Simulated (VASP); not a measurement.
Energy against volume of CaF₂ (fluorite). Calculation: PBE GGA with D3 dispersion (Becke-Johnson damping), VASP's PBE PAW potentials (set 64) (plane waves; VASP).

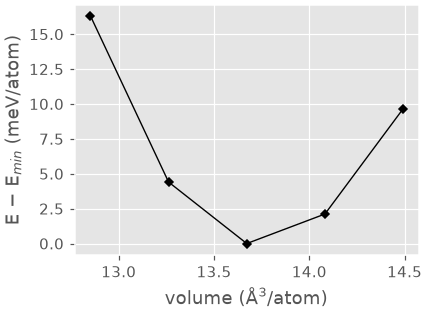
Figure: Energy against volume

Q: Estimate the equilibrium volume and the bulk modulus.

A: The minimum lies near 13.7 Å³/atom, and the curvature gives B0 of about 82 GPa.

Measured: bulk modulus 83.0 GPa (computed value off by -1.2 %), as given by On the Morphology of Group II Metal Fluoride Nanocrystals at Finite Temperature and Partial Pressure of HF, PMC6154342; a 5.466 Å (computed value off by +0.3 %), as given by M. Råsander et al., The Journal of Chemical Physics (2015), arXiv:1505.02379. The calculation is for a static lattice, while the measured bulk modulus, a hold thermal and zero-point effects, which are part of the difference.

The compound is CaF2 in the fluorite structure. It was relaxed first.
